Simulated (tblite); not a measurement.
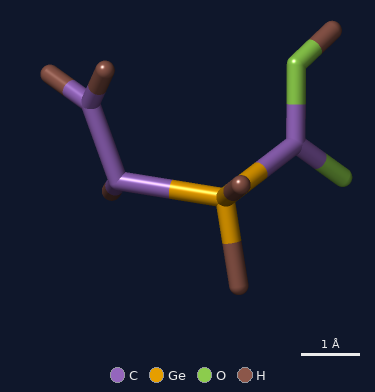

This is the input geometry for a relaxation of C₃H₆GeO₂ (charge +1, multiplicity 2). Style: stick. Shown at a tilt.

All numbers below come from GFN2-xTB geometry optimisation, gas phase in tblite 0.8.0.

```xyz
12

C    -1.9923    0.7389    0.1644
C    -1.4968   -0.5104   -0.4391
Ge    0.1944   -1.1221    0.2841
C     1.6838   -0.0343   -0.2016
O     2.6303   -0.4611   -0.9302
O     1.7286    1.2525    0.3000
H    -1.9165    1.0083    1.2061
H    -2.4977    1.4849   -0.4661
H    -1.3723   -0.3637   -1.5229
H     0.4291   -2.5302   -0.3566
H     0.1333   -1.3645    1.8213
H     2.4773    1.9010    0.1145
```

**Predict the outcome.**

O5 moves most after the best rigid fit: 0.51 Å. By element the largest moves are O 0.51 Å, H 0.49 Å, C 0.43 Å, Ge 0.11 Å. Near-neighbour distances that change, for instance: Ge3–C4 1.907 → 2.152 Å, C1–C2 1.473 → 1.325 Å, C4–O6 1.382 → 1.275 Å, C4–O5 1.268 → 1.173 Å. Bond angles that change, for instance: C2–Ge3–C4 114.0° → 95.5°, O5–C4–O6 119.8° → 137.7°, C1–C2–H9 109.2° → 122.6°. Groups turn about Ge3–C4 by about 25°. Over 104 geometry steps the energy falls by 49.7 kcal/mol.

The structure at the end:

```xyz
12

C    -1.9892    0.7310    0.0649
C    -1.2540   -0.1739   -0.5648
Ge    0.1578   -1.1871    0.3581
C     1.7781    0.0591   -0.3151
O     2.3354   -0.2671   -1.2945
O     1.8587    0.9938    0.5478
H    -1.7744    1.0659    1.0719
H    -2.8664    1.1699   -0.3944
H    -1.4302   -0.4541   -1.5972
H     0.4304   -2.5633   -0.1871
H     0.1808   -1.0330    1.8594
H     2.5743    1.6581    0.4249
```

The end point in the same view:

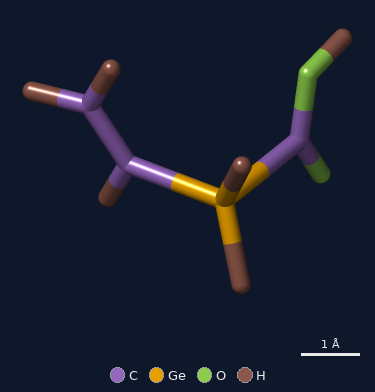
